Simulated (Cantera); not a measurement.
A closed system holds: 1 mol Si, 1 mol Cl2, a varied amount of H2, equilibrated at 650 K and 3.50 bar.

Cantera equilibrium calculation (NASA polynomials, part measured and part estimated; ideal gas, pure solids and liquids). Candidate condensed phases: Si; 19 gas species. Rates play no part.

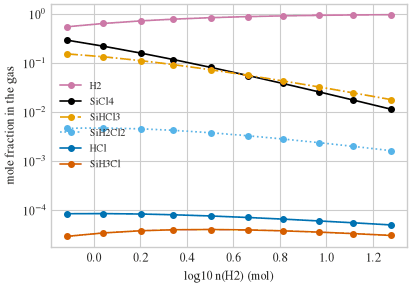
Figure: Equilibrium gas composition (values under 1e-9 drawn at 1e-9)

### Question
Read off the mole fractions at 1.1 mol H2.

### Answer
H2 about 0.64, SiCl4 about 0.22, SiHCl3 about 0.13, SiH2Cl2 about 0.0047, HCl about 8.5e-5, SiH3Cl about 3.4e-5.
